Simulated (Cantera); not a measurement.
Charge: 1 mol Cu, 1.3 mol H2O, 1.1 mol CO, at 0.133 bar.

Equilibrium computed with Cantera from the NASA thermochemical tables; the gas is ideal and each condensed phase is pure. Candidate condensed phases: C, C6H6, C7H8, C8H18, Cu, CuO, Cu(OH)2, Cu2O, H2O; 113 gas species. Kinetics and transport are ignored.

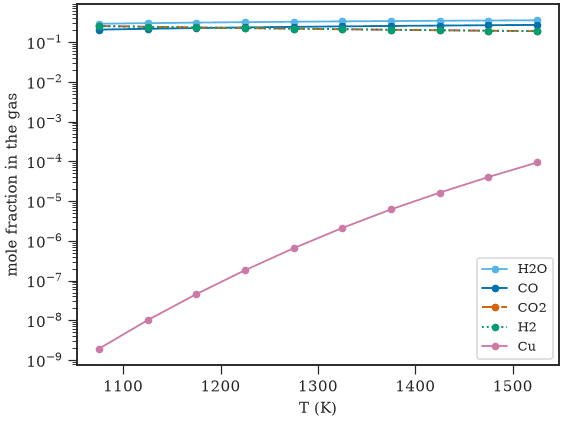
Fig. 1. Equilibrium gas composition (values under 1e-9 drawn at 1e-9)

### Question
Read off the mole fractions at 1225 K.

### Answer
H2O about 0.32, CO about 0.23, CO2 about 0.22, H2 about 0.22, Cu about 1.8e-7.
